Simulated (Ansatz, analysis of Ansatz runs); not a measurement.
## Local vibrational mode of interstitial H+ in rutile SnO2 (HSE06)

How near does this set-up come to the measured local vibrational mode? Subject: interstitial H+ in rutile SnO2. Set-up: HSE06, 24-site cell, PBE lattice, 420 eV, k: the zone centre alone. The model is a cell of 24 host atoms with 1 H put in. The frequencies come from force constants among the defect atom and its neighbours, with the masses of the isotopes named. Exact exchange opens the gap, stiffens bonds and lessens the self-interaction error, at many times the cost.

What was measured. O-H stretch, 1H: 3156.1 cm⁻¹ at 4.2 K, by polarized FTIR absorption (“Hydrogen impurities and shallow donors in SnO2 studied by infrared spectroscopy”, 2011, F. Bekisli et al.). O-D stretch, 2H: 2360.4 cm⁻¹ at 4.2 K, by polarized FTIR absorption (“Hydrogen impurities and shallow donors in SnO2 studied by infrared spectroscopy”, 2011, F. Bekisli et al.).

Method: plane-wave PAW DFT, HSE06; relaxation of all atoms of a defect supercell, in Ansatz 0.2.0.

### 1. The starting structure

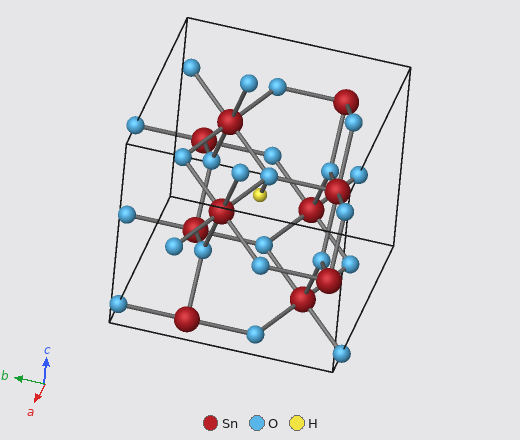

The starting structure, seen from a free direction (tin red, oxygen blue, hydrogen yellow). Some periodic images of atoms are drawn too.

The cell holds 25 atoms: 8 Sn, 16 O and 1 H. Cell: a = 6.826 Å, b = 6.826 Å, c = 6.477 Å, α = 90.0°, β = 90.0°, γ = 90.0°. It derives from SnO2 (space group P4_2/mnm). Nearest the centre at fractional (0.648, 0.307, 0.250): H25 at 0.00 Å, O8 at 1.01 Å, Sn14 at 2.32 Å, Sn2 at 2.32 Å, Sn4 at 2.33 Å, O6 at 2.35 Å, O18 at 2.35 Å, O11 at 2.53 Å. The cell carries charge +1.

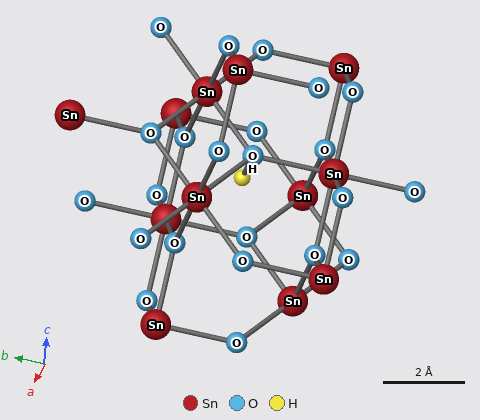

The atoms within 5 Å of the centre.

The host's primitive cell comes from a first run (plane-wave PAW DFT, PBE; relaxation of the host's cell and atoms): vectors of 4.827, 4.827 and 3.238 Å. That is 12.57 Å³ an atom, 5.5 % over the diffraction cell's volume. The supercell is built on it.

### 2. Relaxation, charge +1

Every later number rests on the structure around the defect, so the atoms are relaxed at the host's lattice first.

Input file relax/input.yaml:

```yaml
relax:
  f_tol: 0.01
  max_steps: 80
  random_displacement: { amplitude: 0.02, seed: 693 }
crystal:
  lattice:
    - [4.82691784, 4.82691784, 0.0]
    - [-4.82691784, 4.82691784, 0.0]
    - [0.0, 0.0, 6.47657049]
  atoms:
    - { symbol: Sn, position: [0.0, 0.0, 0.0] }
    - { symbol: Sn, position: [0.5, 0.5, 0.0] }
    - { symbol: Sn, position: [0.0, 0.5, 0.25] }
    - { symbol: Sn, position: [0.5, 0.0, 0.25] }
    - { symbol: O, position: [0.306570869, 0.0, 0.0] }
    - { symbol: O, position: [0.806570869, 0.5, 0.0] }
    - { symbol: O, position: [0.0, 0.806570869, 0.25] }
    - { symbol: O, position: [0.5, 0.306570869, 0.25] }
    - { symbol: O, position: [0.193429131, 0.5, 0.0] }
    - { symbol: O, position: [0.693429131, 0.0, 0.0] }
    - { symbol: O, position: [0.0, 0.193429131, 0.25] }
    - { symbol: O, position: [0.5, 0.693429131, 0.25] }
    - { symbol: Sn, position: [0.0, 0.0, 0.5] }
    - { symbol: Sn, position: [0.5, 0.5, 0.5] }
    - { symbol: Sn, position: [0.0, 0.5, 0.75] }
    - { symbol: Sn, position: [0.5, 0.0, 0.75] }
    - { symbol: O, position: [0.306570869, 0.0, 0.5] }
    - { symbol: O, position: [0.806570869, 0.5, 0.5] }
    - { symbol: O, position: [0.0, 0.806570869, 0.75] }
    - { symbol: O, position: [0.5, 0.306570869, 0.75] }
    - { symbol: O, position: [0.193429131, 0.5, 0.5] }
    - { symbol: O, position: [0.693429131, 0.0, 0.5] }
    - { symbol: O, position: [0.0, 0.193429131, 0.75] }
    - { symbol: O, position: [0.5, 0.693429131, 0.75] }
    - { symbol: H, position: [0.647749, 0.3071, 0.25] }
total_charge: 1
basis:
  ecutwfc: 420
  xc_grid: 2
hamiltonian:
  xc: hse06
kpoints:
  mp_grid: { grid: [1, 1, 1] }
scf:
  occupations: { method: fermi_dirac, width: 0.01 }
  max_iter: 120
output:
  forces: true
checkpoint:
  write: "../relax.run"
  compress: false
  write_wavefunctions: true
  write_every: 100000
```

Run with:

```bash
$ ansatz run input.yaml --threads 2 --pin off --max-ram 3768MiB --backend cpu --events-out ev --progress --plain --runs-dir out
```

Numbers of over 12 decimals in the logs are rounded to 6 here.

What it wrote:

```text
[... repeated set-up lines and file paths are left out, and long positions are rounded to six places ...]
exact exchange: scf.exx.singularity resolves to wigner_seitz, which cuts the screened interaction at the faces of the exchange supercell's Wigner-Seitz cell, so that each pair interacts once, at the shortest of its separations (the periodic images that this [...]
Engine: ansatz 0.2.0, x86_64-unknown-linux-gnu
Pseudopotentials: kind: paw
Pseudopotential: Sn, paw, valence charge 14, recommended cutoff 420 eV (normal), Sn.paw.azcp
Pseudopotential: O, paw, valence charge 6, recommended cutoff 420 eV (normal), O.paw.azcp
Pseudopotential: H, paw, valence charge 1, recommended cutoff 420 eV (normal), H.paw.azcp
Functional definition: HSE06
  parameter a = 0.25
  parameter omega = 0.11/bohr
  exchange = pbe_x - a*pbe_x_sr(omega) + a*exact_x_sr(omega)
  correlation = pbe_c
Crystal: 25 atoms, lattice volume = 301.797 Å³
Basis set: ecut = 420 eV, 5945 PW (Γ), exchange–correlation on 96×96×90 points (8 copies of the dense FFT grid, shifted against one another)
Bands: 129, of which v1, the nominal top of the filled ones, is band 104 counted from 1 (103 counted from 0)
Symmetry: 1 space group operations
k-points: 1
Non-local potential: Sn, projectors of the file, l = 0: 2, l = 1: 2, l = 2: 2, l = 3: 2
Non-local potential: O, projectors of the file, l = 0: 2, l = 1: 2, l = 2: 1
Non-local potential: H, projectors of the file, l = 0: 2, l = 1: 1
PAW form: soft (Blöchl's): semilocal exchange-correlation on the pseudo side does not see the compensation charge
PAW frozen core: Sn, regenerated for the run's functional, and the local potential with it (the file was generated under x = pbe(κ = 0.804, μ = 0.219515), c = pbe(β = 0.066725))
PAW frozen core: O, regenerated for the run's functional, and the local potential with it (the file was generated under x = pbe(κ = 0.804, μ = 0.219515), c = pbe(β = 0.066725))
PAW one-centre angular grid: Sn, 590 points (default); XC on 64 Gauss nodes
PAW one-centre angular grid: O, 110 points (default); XC on 96 Gauss nodes
PAW one-centre angular grid: H, 110 points (default); XC on 64 Gauss nodes
Initial density: superposition of atomic densities (neutral atoms scaled as one to the charged cell's electrons: chi_scale 0, normalization atom), corrected by the library's trained network
Initial wavefunctions: pseudopotential atomic-orbital guess
Functional: x = pbe(κ = 0.804, μ = 0.219515), c = pbe(β = 0.066725), warm-up for x = pbe(κ = 0.804, μ = 0.219515) + 0.25 (exact − pbe) at short range (hse, ω = 0.207870 Å⁻¹), c = pbe(β = 0.066725); [...]
SCF iter   1: F=—  HF=-57294.369484 eV  |F-HF|=—  |Δ(HF+E_count)|=         —  Δρ=1.62e-2  dr2=5.30e-1  ethr=1.77e-3  ⟨swp⟩=7.0  Hψ=576  notcnv=0
preconditioner: auto → none  [insulator: Δε(μ)=0.578 eV  Ē_g=19.380 eV  σ=0.010 eV  W_gap=1.00  n_scr=80 (ndim 8)  ℏωp=30.8 eV  f_vac=0.031  D(μ)=0.00/eV (n_scr^D=0)]
SCF iter   2: F=—  HF=-57294.196253 eV  |F-HF|=—  |Δ(HF+E_count)|=   1.73e-1  Δρ=6.82e-3  dr2=9.47e-2  ethr=2.55e-4  ⟨swp⟩=7.0  Hψ=364  notcnv=0  defer=2
SCF iter   3: F=—  HF=-57294.176742 eV  |F-HF|=—  |Δ(HF+E_count)|=   1.95e-2  Δρ=3.44e-3  dr2=3.28e-2  ethr=4.55e-5  ⟨swp⟩=8.0  Hψ=393  notcnv=0  defer=1
SCF iter   4: F=—  HF=-57294.168649 eV  |F-HF|=—  |Δ(HF+E_count)|=   8.09e-3  Δρ=1.51e-3  dr2=6.19e-3  ethr=1.58e-5  ⟨swp⟩=7.0  Hψ=361  notcnv=0  defer=1
iter 5 solved again at ethr=2.80e-7 eV; its pass at ethr=2.98e-6 eV (dr2=5.82e-4 eV) is discarded
SCF iter   5: F=—  HF=-57294.167291 eV  |F-HF|=—  |Δ(HF+E_count)|=   1.36e-3  Δρ=5.26e-4  dr2=5.89e-4  ethr=2.80e-7  ⟨swp⟩=3.0  Hψ=578  notcnv=0  defer=1
SCF iter   6: F=—  HF=-57294.167166 eV  |F-HF|=—  |Δ(HF+E_count)|=   1.24e-4  Δρ=1.69e-4  dr2=5.76e-5  ethr=2.80e-7  ⟨swp⟩=5.0  Hψ=265  notcnv=0  defer=1
SCF iter   7: F=—  HF=-57294.167164 eV  |F-HF|=—  |Δ(HF+E_count)|=   2.12e-6  Δρ=4.75e-5  dr2=3.61e-6  ethr=2.77e-8  ⟨swp⟩=5.0  Hψ=285  notcnv=0  defer=1
SCF iter   8: F=—  HF=-57294.167170 eV  |F-HF|=—  |Δ(HF+E_count)|=   5.29e-6  Δρ=2.71e-5  dr2=1.82e-6  ethr=1.73e-9  ⟨swp⟩=5.0  Hψ=345  notcnv=0  defer=1
SCF iter   9: F=—  HF=-57294.167170 eV  |F-HF|=—  |Δ(HF+E_count)|=   3.39e-7  Δρ=9.34e-6  dr2=2.33e-7  ethr=8.76e-10  ⟨swp⟩=5.0  Hψ=279  notcnv=0  defer=1
SCF iter  10: F=-57294.167170 eV  HF=-57294.167170 eV  |F-HF|=1.70e-8  |Δ(HF+E_count)|=   3.88e-8  Δρ=3.55e-6  dr2=2.45e-8  ethr=1.12e-10  ⟨swp⟩=4.0  Hψ=298  notcnv=0
SCF 1 converged in 10 iterations: F = -57294.167170 eV  dr2 = 2.45e-8
  greatest PAW one-centre occupation: 0.996 electrons in one spin orbital (limit 2), on the Sn atom at site 2 (counted from 0), in its partial waves of l = 2
Initial density: handed on by an earlier stage of this run
Initial wavefunctions: those handed on with the density
Functional: x = pbe(κ = 0.804, μ = 0.219515) + 0.25 (exact − pbe) at short range (hse, ω = 0.207870 Å⁻¹), c = pbe(β = 0.066725); HSE06 as pw.x's `hse` composes it (authors' and Libxc's form: `xc: wpbeh`)
Exchange kernel: α = 0.2500, screened, ω = 0.2079 Å⁻¹, Wigner–Seitz truncation, v(0) = 661.4558 eV·Å³, q-mesh 1×1×1, nearest image of the exchange supercell L = 6.48 Å, pair-density grid 36×36×32, without the augmentation charges, whose exchange is taken in [...]
Frozen-core exchange: fock
iter 1 solved again at ethr=7.91e-5 eV; its pass at ethr=1.00e-1 eV (dr2=1.64e-1 eV) is discarded
SCF iter   1: F=—  HF=-57324.418722 eV  |F-HF|=—  |Δ(HF+E_count)|=         —  Δρ=1.02e-2  dr2=2.15e-1  ethr=7.91e-5  ⟨swp⟩=6.0  Hψ=724  notcnv=0
SCF iter   2: F=—  HF=-57324.361681 eV  |F-HF|=—  |Δ(HF+E_count)|=   5.70e-2  Δρ=5.63e-3  dr2=4.55e-2  ethr=7.91e-5  ⟨swp⟩=4.0  Hψ=318  notcnv=0
SCF iter   3: F=—  HF=-57324.450202 eV  |F-HF|=—  |Δ(HF+E_count)|=   8.85e-2  Δρ=3.00e-3  dr2=2.31e-2  ethr=1.64e-5  ⟨swp⟩=6.0  Hψ=379  notcnv=0
SCF iter   4: F=—  HF=-57324.443611 eV  |F-HF|=—  |Δ(HF+E_count)|=   6.59e-3  Δρ=3.71e-4  dr2=7.35e-4  ethr=1.07e-5  ⟨swp⟩=4.0  Hψ=299  notcnv=0
SCF iter   5: F=—  HF=-57324.445517 eV  |F-HF|=—  |Δ(HF+E_count)|=   1.91e-3  Δρ=4.89e-4  dr2=6.45e-4  ethr=1.87e-7  ⟨swp⟩=6.0  Hψ=456  notcnv=0
SCF iter   6: F=—  HF=-57324.445363 eV  |F-HF|=—  |Δ(HF+E_count)|=   1.54e-4  Δρ=1.38e-4  dr2=5.27e-5  ethr=1.87e-7  ⟨swp⟩=4.0  Hψ=310  notcnv=0
SCF iter   7: F=-57324.445323 eV  HF=-57324.445349 eV  |F-HF|=2.62e-5  |Δ(HF+E_count)|=   1.45e-5  Δρ=4.59e-5  dr2=7.58e-6  ethr=2.34e-8  ⟨swp⟩=4.0  Hψ=270  notcnv=0
SCF 2 stopped early in 7 iterations: F = -57324.445323 eV  dr2 = 7.58e-6
  Residual-converged pass: ⟨swp⟩=4.0  Hψ=385  notcnv=0  max |occ|·‖R‖ = 5.2e-6 eV (tolerance 6.7e-6 eV)  dr2=7.72e-6  dr2_onsite=9.99e-7  max |Δocc| = 0.0e0
[...]
[... the SCF cycles and remarks between the steps are left out from here to the last step ...]
relax step   2: F+E_penalty+E_count = -57325.54074126 eV  Δ(F+E_penalty+E_count) = -1.099e0 eV  max|allowed force component| = 9.892e-1 eV/Å  Δτ_max = 0.1986 Å  (17 SCF iters, dr2 threshold 1.00e-4 eV, accepted)
relax step   3: F+E_penalty+E_count = -57325.53608741 eV  Δ(F+E_penalty+E_count) = +4.654e-3 eV  max|allowed force component| = 2.124e0 eV/Å  Δτ_max = 0.2000 Å  (21 SCF iters, dr2 threshold 6.12e-5 eV, rejected (line search))
relax step   4: F+E_penalty+E_count = -57325.70778403 eV  Δ(F+E_penalty+E_count) = -1.670e-1 eV  max|allowed force component| = 1.324e-1 eV/Å  Δτ_max = 0.1000 Å  (27 SCF iters, accepted)
relax step   5: F+E_penalty+E_count = -57325.71301355 eV  Δ(F+E_penalty+E_count) = -5.230e-3 eV  max|allowed force component| = 1.384e-1 eV/Å  Δτ_max = 0.0518 Å  (19 SCF iters, dr2 threshold 1.10e-6 eV, accepted)
relax step   6: F+E_penalty+E_count = -57325.71703923 eV  Δ(F+E_penalty+E_count) = -4.026e-3 eV  max|allowed force component| = 4.770e-2 eV/Å  Δτ_max = 0.0318 Å  (19 SCF iters, dr2 threshold 1.20e-6 eV, accepted)
relax step   7: F+E_penalty+E_count = -57325.71734893 eV  Δ(F+E_penalty+E_count) = -3.097e-4 eV  max|allowed force component| = 6.206e-3 eV/Å  Δτ_max = 0.0069 Å  (18 SCF iters, dr2 threshold 2.70e-7 eV, accepted)
iter 1 solved again at ethr=1.00e-12 eV; its pass at ethr=1.00e-1 eV (dr2=3.11e-11 eV) is discarded
SCF iter   1: F=—  HF=-57325.717349 eV  |F-HF|=—  |Δ(HF+E_count)|=         —  Δρ=1.75e-7  dr2=5.20e-11  ethr=1.58e-12 (applied; sched 1.00e-12)  ⟨swp⟩=11.0  Hψ=480  notcnv=0
SCF iter   2: F=-57325.717349 eV  HF=-57325.717349 eV  |F-HF|=1.46e-11  |Δ(HF+E_count)|=  7.28e-12  Δρ=8.74e-8  dr2=1.79e-11  ethr=1.05e-12 (applied; sched 1.00e-12)  ⟨swp⟩=2.0  Hψ=233  notcnv=0
SCF 24 converged in 2 iterations: F = -57325.717349 eV  dr2 = 1.79e-11
  Residual-converged pass: ⟨swp⟩=2.0  Hψ=130  notcnv=0  max |occ|·‖R‖ = 6.5e-6 eV (tolerance 6.7e-6 eV)  dr2=1.85e-11  dr2_onsite=1.80e-12  max |Δocc| = 0.0e0
hybrid outer 1: dexx = +2.274e-12 eV, tail = 3.07e-11 eV
SCF iter   1: F=—  HF=-57325.717349 eV  |F-HF|=—  |Δ(HF+E_count)|=         —  Δρ=1.05e-7  dr2=2.36e-11  ethr=1.52e-12 (applied; sched 1.00e-12)  ⟨swp⟩=11.0  Hψ=337  notcnv=0
SCF iter   2: F=-57325.717349 eV  HF=-57325.717349 eV  |F-HF|=7.28e-12  |Δ(HF+E_count)|=  7.28e-12  Δρ=6.00e-8  dr2=8.71e-12  ethr=1.05e-12 (applied; sched 1.00e-12)  ⟨swp⟩=2.0  Hψ=233  notcnv=0
SCF 25 converged in 2 iterations: F = -57325.717349 eV  dr2 = 8.71e-12
  Residual-converged pass: ⟨swp⟩=5.0  Hψ=393  notcnv=0  max |occ|·‖R‖ = 7.1e-9 eV (tolerance 1.0e-8 eV)  dr2=1.19e-11  dr2_onsite=8.03e-13  max |Δocc| = 0.0e0
hybrid outer 2: dexx = +2.274e-12 eV, tail = 1.90e-11 eV, Δε = 2.29e-6 eV (about 4.69e-6 eV left of the loop's levels), ΔF = 5.61e-6 eV/Å (tail 1.65e-4)
relax step   8: F+E_penalty+E_count = -57325.71734893 eV  Δ(F+E_penalty+E_count) = -1.455e-11 eV  max|allowed force component| = 6.202e-3 eV/Å  Δτ_max = 0.0000 Å  (4 SCF iters, accepted)
hybrid SCF converged: 2 outer / 4 inner (+0 warm-up), last move |dexx| = 2.27e-12 eV, tail = 1.90e-11 eV
Stability not checked: this state was not tested for a lower state beside it, because the functional holds exact exchange (a hybrid, or Hartree-Fock), whose exchange loop this test does not read (fock_operator; see scf.lower_state_search)
Free energy (F): -57325.717349 eV
Harris-Foulkes:  -57325.717349 eV  (|F-HF|=7.28e-12)
Internal energy: -57325.717349 eV  (E = F + TS)
E sigma→0 (E₀):  -57325.717349 eV
Fermi energy:    8.756263 eV
--- Per-component energies (eV) ---
  E_band       = -1024.930017
  E_kinetic    = 4329.027783
  E_local      = -11829.340671  (includes V_loc(G=0)·N_el)
  E_nonlocal   = 513.357501
  E_hartree    = 6110.957199
  E_xc         = -3322.024407
  E_vxc        = -1783.115593  (∫ρ·V_xc dr)
  E_exx        = -607.155197  (= α·E_x^exact, valence–valence)
  E_paw        = -36046.298022  (= ΣΔE_a)
  E_vpaw       = -3262.501068  (= ΣTr[D̂ρ^β])
  E_aug_tail   = 0.038027  (compensation charges beyond the density's cutoff)
  E_ewald      = -16475.923988
  E_core_change = 1.644426  (= ΣΔE_core)
  E_smearing   = -0.000000  (= −TS)
  E_closure    = 0.000000  (closes the sum)
  E_deformation_potential = 17.035997  (in the stress; not in F)
  Σ components = -57325.717349   (vs F -57325.717349, Δ=-7.28e-12)
--- Forces (eV/Å), atoms counted from 1 ---
  atom   1  Sn    -0.00082221    -0.00302992     0.00002095
  atom   2  Sn     0.00357942    -0.00117938    -0.00012000
  atom   3  Sn    -0.00126591    -0.00020399     0.00004734
  atom   4  Sn     0.00034954     0.00023508     0.00002191
  atom   5  O     -0.00134898    -0.00178640    -0.00022158
  atom   6  O      0.00097894     0.00208482     0.00225534
  atom   7  O      0.00079994    -0.00169732     0.00004980
  atom   8  O     -0.00620254     0.00165585     0.00015109
  atom   9  O     -0.00104107    -0.00030871     0.00090342
  atom  10  O      0.00093689    -0.00017565    -0.00161154
  atom  11  O     -0.00067047     0.00389112    -0.00000030
  atom  12  O      0.00243385    -0.00221277    -0.00000397
  atom  13  Sn    -0.00054130    -0.00307036    -0.00000795
  atom  14  Sn     0.00362157    -0.00110326     0.00018852
  atom  15  Sn    -0.00117370    -0.00141678    -0.00008383
  atom  16  Sn     0.00000321     0.00229619    -0.00003979
  atom  17  O     -0.00132115    -0.00189401     0.00027178
  atom  18  O      0.00078457     0.00218102    -0.00229765
  atom  19  O      0.00120068    -0.00117852     0.00003849
  atom  20  O     -0.00177898     0.00187841     0.00006100
  atom  21  O     -0.00094924    -0.00042651    -0.00090724
  atom  22  O      0.00079664    -0.00018949     0.00158590
  atom  23  O      0.00018721     0.00191268    -0.00000854
  atom  24  O      0.00100777     0.00215598    -0.00007566
  atom  25  H      0.00042528     0.00159618    -0.00021080
  max |Σ_I F_I| component: 1.42e-5 eV/Å
--- Band table (eV) ---
  k-point 0: bands = ["-15.1668", "-15.1434", "-14.6812", "-14.6596", [... 109 left out ...] "15.5688", "16.5188", "16.5882", "17.6144"]
  guard bands above this table: 12 of the run's 129 bands. The solve was not asked for them (output.publish_guard_bands: true or output.eigenvalues: true publishes all)
--- Relaxed structure (8 steps of the walk, 7 accepted, 0 SCFs on fresh bases) ---
  F+E_penalty+E_count = -57325.71734893 eV   max|allowed force component| = 6.202e-3 eV/Å
  atoms:
    - { symbol: Sn, position: [-0.006594, 0.001445, -0.001425] }
    - { symbol: Sn, position: [0.500955, 0.507489, -0.009766] }
    - { symbol: Sn, position: [0.004039, 0.507396, 0.249459] }
    - { symbol: Sn, position: [0.490630, -0.022689, 0.249458] }
    - { symbol: O, position: [0.302696, 0.008479, 0.002772] }
    - { symbol: O, position: [0.807366, 0.507084, -0.000145] }
    - { symbol: O, position: [0.005482, 0.811812, 0.249459] }
    - { symbol: O, position: [0.541420, 0.298581, 0.249460] }
    - { symbol: O, position: [0.196245, 0.492425, 0.001474] }
    - { symbol: O, position: [0.684389, -0.008231, 0.000781] }
    - { symbol: O, position: [-0.029332, 0.197611, 0.249458] }
    - { symbol: O, position: [0.490234, 0.677561, 0.249459] }
    - { symbol: Sn, position: [-0.006595, 0.001449, 0.500342] }
    - { symbol: Sn, position: [0.500952, 0.507490, 0.508684] }
    - { symbol: Sn, position: [0.001003, 0.500459, 0.749460] }
    - { symbol: Sn, position: [0.494090, 0.005417, 0.749459] }
    - { symbol: O, position: [0.302697, 0.008486, 0.496144] }
    - { symbol: O, position: [0.807366, 0.507071, 0.499063] }
    - { symbol: O, position: [0.003393, 0.807551, 0.749457] }
    - { symbol: O, position: [0.502769, 0.312676, 0.749459] }
    - { symbol: O, position: [0.196244, 0.492434, 0.497445] }
    - { symbol: O, position: [0.684391, -0.008235, 0.498136] }
    - { symbol: O, position: [-0.007829, 0.193265, 0.749460] }
    - { symbol: O, position: [0.491254, 0.699577, 0.749460] }
    - { symbol: H, position: [0.684094, 0.280038, 0.249475] }
```

Elapsed: 98 s, on 2 threads of AMD EPYC 9R14 (Zen 4), shared host; peak memory 0.78 GiB; 3.1 min of CPU time.

(Continued in part 2 of 2.)

[Logs are printed without paths, hosts, clocks, repeated set-up lines and the standing remarks that a program may print on its own settings, such as how far it seeks lower states.]

[Hosts, paths, dates, database ids (printed as entryN), source tags and the programs' standing remarks are cut or masked in the printed files.]

[For some hosts the program warned that the k-mesh of the response run may be too coarse for force constants and the static dielectric constant; such warnings are not shown here.]
